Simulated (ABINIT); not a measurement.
# BiOCl (P4/nmm): G0W0 with ABINIT, start to end

Wanted: ground state, empty states, screening and self-energy for BiOCl (P4/nmm).

Calculated with ABINIT 10.8.3; PBEsol and many-body steps on it, plane waves.

**What was measured.**

- Gap 3.44 eV: optical gap from Tauc plot; UV-vis diffuse reflectance; powder (hydrothermal powder) (“Synergistic Piezo-Photocatalysis of BiOCl/NaNbO3 Heterojunction Piezoelectric Composite for High-Efficient Organic Pollutant Degradation”, 2022, pmc:8839476).

- Gap 3.36 eV: optical gap from Kubelka-Munk/Tauc analysis; UV-vis diffuse reflectance; powder (solvothermal hierarchical microspheres made without additive) (“Hydrothermal Crystallization of Bismuth Oxychlorides (BiOCl) Using Different Shape Control Reagents”, 2021, pmc:8123882).

## 1. The structure

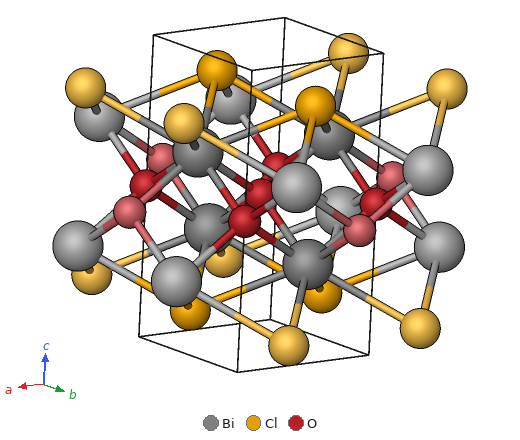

Start, viewed from a free direction; bismuth grey, chlorine orange, oxygen red. Some periodic images of atoms are drawn too.

The cell and positions come from the Crystallography Open Database and are kept as given unless a step says otherwise. Spin-orbit coupling is left out unless a step names it.

## 2. Ground state

This step: ABINIT 10.8.3; DFT, PBEsol, plane waves, norm-conserving pseudopotentials.

The ground-state density comes first.

Input file run.abi:

```
acell 3*1.0 Angstrom
rprim 
  3.885510000000 0.000000000000 0.000000000000
  0.000000000000 3.885510000000 0.000000000000
  0.000000000000 0.000000000000 7.348900000000
ntypat 3
znucl 83 17 8
natom 6
typat 1 1 2 2 3 3
xred 
  0.500000000000 0.000000000000 0.329040000000
  0.000000000000 0.500000000000 0.670960000000
  0.000000000000 0.500000000000 0.147200000000
  0.500000000000 0.000000000000 0.852800000000
  0.000000000000 0.000000000000 0.500000000000
  0.500000000000 0.500000000000 0.500000000000
pp_dirpath "pseudos"
pseudos "Bi.upf, Cl.upf, O.upf"
ecut 42
ngkpt 4 4 2
nshiftk 1
shiftk 0 0 0
kptopt 1
chksymbreak 0
nband 43
occopt 1
tolvrs 1e-08
nstep 60
prtwf 0
optforces 0
optstress 0
indata_prefix "in"
outdata_prefix "out"
tmpdata_prefix "tmp"
```

Run with:

```sh
> OMP_NUM_THREADS=1 mpirun -n 4 abinit run.abi > log
```

Numbers of over 12 decimals in the logs are rounded to 6 here.

Log:

```text
.Version 10.8.3 of ABINIT. v10.8.2 released Aug 2026.

 Symmetries : space group P4/n m m (#129); Bravais tP (primitive tetrag.)
================================================================================
 Values of the parameters that define the memory need of the present run
     intxc =       0    ionmov =       0      iscf =       7    lmnmax =       6
     lnmax =       6     mgfft =      90  mpssoang =       3    mqgrid =    4052
     natom =       6  nloc_mem =       1    nspden =       1   nspinor =       1
    nsppol =       1      nsym =      16    n1xccc =    2501    ntypat =       3
    occopt =       1   xclevel =       2
-    mband =          43        mffmem =           1         mkmem =           3
       mpw =        9738          nfft =      182250          nkpt =          12
================================================================================
  Rough estimation (10% accuracy) of disk space for files :
================================================================================

--------------------------------------------------------------------------------
------------- Echo of variables that govern the present computation ------------
--------------------------------------------------------------------------------
 -outvars: echo values of preprocessed input variables --------
            acell      1.8897261259E+00  1.8897261259E+00  1.8897261259E+00 Bohr

      chksymbreak           0
             ecut      4.20000000E+01 Hartree
-          fftalg         312

              ixc     -116133
              kpt      0.00000000E+00  0.00000000E+00  0.00000000E+00
                       2.50000000E-01  0.00000000E+00  0.00000000E+00
                       5.00000000E-01  0.00000000E+00  0.00000000E+00
                       2.50000000E-01  2.50000000E-01  0.00000000E+00
                       5.00000000E-01  2.50000000E-01  0.00000000E+00
                       5.00000000E-01  5.00000000E-01  0.00000000E+00
                       0.00000000E+00  0.00000000E+00  5.00000000E-01
                       2.50000000E-01  0.00000000E+00  5.00000000E-01
                       5.00000000E-01  0.00000000E+00  5.00000000E-01
                       2.50000000E-01  2.50000000E-01  5.00000000E-01
                       5.00000000E-01  2.50000000E-01  5.00000000E-01
[...]
kptrlatt        4    0    0      0    4    0      0    0    2
          kptrlen      2.77748167E+01
P           mkmem           3
            natom           6
            nband          43
            ngfft          45      45      90
             nkpt          12
            nstep          60
             nsym          16
           ntypat           3
              occ      2.000000  2.000000  2.000000  2.000000  2.000000  2.000000
                       2.000000  2.000000  2.000000  2.000000  2.000000  2.000000
                       2.000000  2.000000  2.000000  2.000000  2.000000  2.000000
                       2.000000  2.000000  2.000000  2.000000  2.000000  2.000000
                       2.000000  2.000000  2.000000  2.000000  2.000000  2.000000
                       2.000000  2.000000  2.000000  2.000000  2.000000  2.000000
                       0.000000  0.000000  0.000000  0.000000  0.000000  0.000000
                       0.000000
        optforces           0
        optstress           0
            prtwf           0
            rprim      3.8855100000E+00  0.0000000000E+00  0.0000000000E+00
[...]
spgroup         129

           tolvrs      1.00000000E-08

             xred      5.0000000000E-01  0.0000000000E+00  3.2904000000E-01
[...]
znucl       83.00000   17.00000    8.00000

================================================================================

 chkinp: Checking input parameters for consistency.

================================================================================
== DATASET  1 ==================================================================
-   mpi_nproc: 4, omp_nthreads: 1 (-1 if OMP is not activated)

--- !DatasetInfo
iteration_state: {dtset: 1, }
dimensions: {natom: 6, nkpt: 12, mband: 43, nsppol: 1, nspinor: 1, nspden: 1, mpw: 9738, }
cutoff_energies: {ecut:  42.0, pawecutdg:  -1.0, }
electrons: {nelect:   7.20000000E+01, charge:   0.00000000E+00, occopt:   1.00000000E+00, tsmear:   1.00000000E-02, }

 Real(R)+Recip(G) space primitive vectors, cartesian coordinates (Bohr,Bohr^-1):
 R(1)=  7.3425498  0.0000000  0.0000000  G(1)=  0.1361925  0.0000000  0.0000000
 R(2)=  0.0000000  7.3425498  0.0000000  G(2)=  0.0000000  0.1361925  0.0000000
 R(3)=  0.0000000  0.0000000 13.8874083  G(3)=  0.0000000  0.0000000  0.0720077
 Unit cell volume ucvol=  7.4871236E+02 bohr^3
 Angles (23,13,12)=  9.00000000E+01  9.00000000E+01  9.00000000E+01 degrees

 getcut: wavevector=  0.0000  0.0000  0.0000  ngfft=  45  45  90
         ecut(hartree)=     42.000   => boxcut(ratio)=   2.05407

--- Pseudopotential description ------------------------------------------------
- Bi Generated using ONCVPSP code by D. R. Hamann
- 83.00000  23.00000  180301                  znucl, zion, pspdat
12 -116133 2 -1 1472                          pspcod,pspxc,lmax,lloc,mmax
     nproj     2     2     2
  pspatm : epsatm=   28.42398882
         --- l  ekb(1:nproj) -->
[...]
- Cl Generated using ONCVPSP code by D. R. Hamann
- 17.00000   7.00000  180301                  znucl, zion, pspdat
12 -116133 2 -1 1028                          pspcod,pspxc,lmax,lloc,mmax
     nproj     2     2     2
  pspatm : epsatm=    8.95520293
         --- l  ekb(1:nproj) -->
[...]
pspatm: atomic psp has been read  and splines computed

- O Generated using ONCVPSP code by D. R. Hamann
-  8.00000   6.00000  180301                  znucl, zion, pspdat
12 -116133 2 -1 936                           pspcod,pspxc,lmax,lloc,mmax
     nproj     2     2     1
  pspatm : epsatm=    6.20179097
         --- l  ekb(1:nproj) -->
[...]
2   -1.335834
 pspatm: atomic psp has been read  and splines computed

   6.27566151E+03                                ecore*ucvol(ha*bohr**3)
--------------------------------------------------------------------------------

_setup2: Arith. and geom. avg. npw (full set) are    9727.531    9727.524

================================================================================

--- !BeginCycle
iteration_state: {dtset: 1, }
solver: {iscf: 7, nstep: 60, nline: 4, wfoptalg: 0, }
tolerances: {tolvrs: 1.00E-08, }

     iter   Etot(hartree)      deltaE(h)  residm     vres2
 ETOT  1  -529.06740361619    -5.291E+02 2.657E-01 1.372E+03
 ETOT  2  -529.39672427517    -3.293E-01 8.686E-03 4.161E+03
 ETOT  3  -529.88761912465    -4.909E-01 2.563E-02 6.473E+02
 ETOT  4  -529.93217655763    -4.456E-02 1.037E-03 7.812E+01
 ETOT  5  -529.93669216293    -4.516E-03 2.177E-03 6.049E+00
 ETOT  6  -529.93711090267    -4.187E-04 2.676E-04 4.097E-01
 ETOT  7  -529.93712707962    -1.618E-05 3.794E-04 1.879E-02
 ETOT  8  -529.93712773736    -6.577E-07 5.158E-05 8.490E-04
 ETOT  9  -529.93712775997    -2.261E-08 1.532E-04 1.562E-04
 ETOT 10  -529.93712776600    -6.033E-09 2.017E-05 5.624E-06
 ETOT 11  -529.93712776627    -2.699E-10 5.654E-05 5.328E-08
 ETOT 12  -529.93712776628    -1.251E-11 7.486E-06 1.193E-08
 ETOT 13  -529.93712776627     1.069E-11 1.998E-05 3.402E-10

 At SCF step   13       vres2   =  3.40E-10 < tolvrs=  1.00E-08 =>converged.

--- !ResultsGS
iteration_state: {dtset: 1, }
comment   : Summary of ground state results
lattice_vectors:
- [  7.3425498,   0.0000000,   0.0000000, ]
- [  0.0000000,   7.3425498,   0.0000000, ]
- [  0.0000000,   0.0000000,  13.8874083, ]
lattice_lengths: [   7.34255,    7.34255,   13.88741, ]
lattice_angles: [ 90.000,  90.000,  90.000, ] # degrees, (23, 13, 12)
lattice_volume:   7.4871236E+02
convergence: {deltae:  1.069E-11, res2:  3.402E-10, residm:  1.998E-05, diffor:  0.000E+00, }
etotal    :  -5.29937128E+02
entropy   :   0.00000000E+00
fermie    :   2.10386526E-01
cartesian_stress_tensor: null
pressure_GPa: null
xred      :
- [  5.0000E-01,   0.0000E+00,   3.2904E-01, Bi]
- [  0.0000E+00,   5.0000E-01,   6.7096E-01, Bi]
- [  0.0000E+00,   5.0000E-01,   1.4720E-01, Cl]
- [  5.0000E-01,   0.0000E+00,   8.5280E-01, Cl]
- [  0.0000E+00,   0.0000E+00,   5.0000E-01,  O]
- [  5.0000E-01,   5.0000E-01,   5.0000E-01,  O]
cartesian_forces: null
force_length_stats: {min: null, max: null, mean: null, }

 Integrated electronic density in atomic spheres:
 ------------------------------------------------
 Atom  Sphere_radius  Integrated_density
[...]
================================================================================

 ----iterations are completed or convergence reached----

 Mean square residual over all n,k,spin=   46.542E-09; max=  19.983E-06
 reduced coordinates (array xred) for    6 atoms
[...]
0.000000000000      0.500000000000      0.147200000000
       0.500000000000      0.000000000000      0.852800000000
       0.000000000000      0.000000000000      0.500000000000
       0.500000000000      0.500000000000      0.500000000000
 rms dE/dt=  0.0000E+00; max dE/dt=  0.0000E+00; dE/dt below (all hartree)
    1       0.000000000000      0.000000000000      0.000000000000
    2       0.000000000000      0.000000000000      0.000000000000
    3       0.000000000000      0.000000000000      0.000000000000
    4       0.000000000000      0.000000000000      0.000000000000
    5       0.000000000000      0.000000000000      0.000000000000
    6       0.000000000000      0.000000000000      0.000000000000

 cartesian coordinates (angstrom) at end:
    1      1.942755     0.000000     2.418082
    2      0.000000     1.942755     4.930818
    3      0.000000     1.942755     1.081758
    4      1.942755     0.000000     6.267142
    5      0.000000     0.000000     3.674450
    6      1.942755     1.942755     3.674450
 length scales=  1.889726125908  1.889726125908  1.889726125908 bohr
              =  1.000000000000  1.000000000000  1.000000000000 angstroms
 prteigrs : about to open file out_EIG
 Fermi (or HOMO) energy (hartree) =   0.21039   Average Vxc (hartree)=  -0.39976
 Eigenvalues (hartree) for nkpt=  12  k points:
 kpt#   1, nband= 43, wtk=  0.03125, kpt=  0.0000  0.0000  0.0000 (reduced coord)
  -5.38345   -5.38345   -3.10625   -3.10624   -3.10599   -3.10599   -3.10598   -3.10598
  -0.59030   -0.58261   -0.58261   -0.58257   -0.58207   -0.58078   -0.58031   -0.57990
  -0.57990   -0.57928   -0.46182   -0.36401   -0.29061   -0.27872   -0.12961   -0.03489
   0.04616    0.04616    0.13976    0.15185    0.15704    0.15704    0.15978    0.15978
   0.17425    0.17425    0.17704    0.18478    0.32527    0.35107    0.40798    0.40798
   0.47493    0.47860    0.47860
 prteigrs : prtvol=0 or 1, do not print more k-points.

--- !EnergyTerms
iteration_state     : {dtset: 1, }
comment             : Components of total free energy in Hartree
kinetic             :  1.63338181510793E+02
hartree             :  1.78988706582021E+02
xc                  : -8.80365242524712E+01
Ewald energy        : -2.68177961849727E+02
psp_core            :  8.38193925882118E+00
local_psp           : -5.49954809893379E+02
non_local_psp       :  2.55233408776718E+01
total_energy        : -5.29937127766270E+02
total_energy_eV     : -1.44203238697338E+04
band_energy         : -7.03001857220157E+01

== END DATASET(S) ==============================================================
================================================================================

 -outvars: echo values of variables after computation  --------
           etotal     -5.2993712777E+02
            nband          43
             nkpt          12
          spgroup         129
 [... the other variables as echoed above ...]

 Calculation completed.
```

Run time: 80 s. Hardware: 4 MPI ranks of Intel Xeon Platinum 8488C (Sapphire Rapids), shared host; peak memory 0.51 GiB.

This step gave:

| Item | Value |
| --- | --- |
| total energy | -14420.3239 eV |
| gap | 2.623 eV |
| k of the valence top | 0.5, 0, 0.5 |
| k of the conduction bottom | 0, 0, 0.5 |
| least direct gap | 2.927 eV |

The gap is indirect, with the least direct gap 0.30 eV higher.

(Part 1 of 3 ends here.)

[Paths, hosts, dates, memory and timing lines, banners, echoed tables and standing remarks are left out of the program output.]

[Logs are printed without paths, hosts, clocks, repeated set-up lines and the standing remarks that a program may print on its own settings, such as how far it seeks lower states.]

[Runs of the session that timed out or met a known fault of the program may be left out.]

[Hosts, paths, dates, database ids (printed as entryN), source tags and the programs' standing remarks are cut or masked in the printed files.]

[G0W0 gaps are taken among the corrected bands and points alone; a level outside them can change the order at an edge.]

[Where Ansatz stands beside ABINIT at settings called matched, ABINIT's density can come from a denser mesh and the files from another edition; pairs whose starting gaps differed by over 0.03 eV were left out, so agreement reads better than it is.]
